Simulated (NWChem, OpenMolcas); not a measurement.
**How methods differ on CH4F2OSi (SMILES C[Si](O)(F)F)**

The species is CH4F2OSi (9 atoms), meant as a singlet with charge 0. SMILES: `C[Si](O)(F)F`. The shape is that of a PBE0-D4/def2-TZVP optimisation. This is one conformer, not always the lowest.

```xyz
9

C    -1.1894    0.3389   -0.1622
Si    0.5801   -0.1307   -0.1925
O     1.0834   -0.4799    1.3080
F     0.8274   -1.3740   -1.1519
F     1.4719    1.0327   -0.8079
H    -1.7955   -0.4801    0.2296
H    -1.3421    1.2133    0.4733
H    -1.5401    0.5775   -1.1681
H     1.9927   -0.7439    1.4547
```

Each level gives the dipole moment (D). The values are calculated.

```tsv
level	kind	program	value (D)	CPU time
HF/cc-pVDZ	Hartree–Fock	NWChem	1.26	2.4 min
SVWN5/cc-pVDZ	LDA	NWChem	1.16	99 s
PBE/cc-pVDZ	GGA	NWChem	1.12	1.8 min
M06-L/cc-pVDZ	meta-GGA	OpenMolcas	1.18	72 s
r2SCAN/cc-pVDZ	meta-GGA	OpenMolcas	1.15	71 s
BHLYP/cc-pVDZ	global hybrid	OpenMolcas	1.22	54 s
M06-2X/cc-pVDZ	hybrid meta-GGA	OpenMolcas	1.16	72 s
PBE0/cc-pVDZ	global hybrid	OpenMolcas	1.19	55 s
```

The values span 1.12 to 1.26 D. Magnitudes only. Times are those of the runs behind each value, whatever else they computed, on shared processors of several kinds: orders of magnitude only.

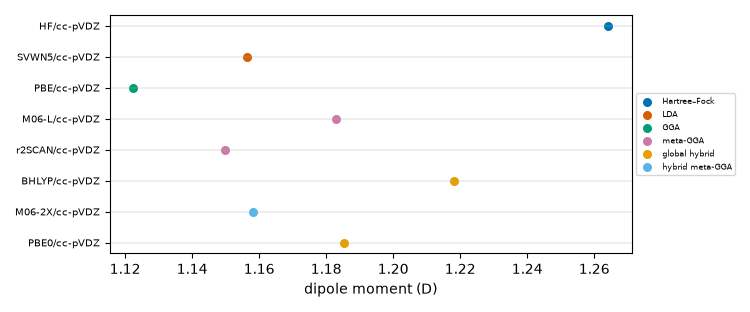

The values of the table, level by level.
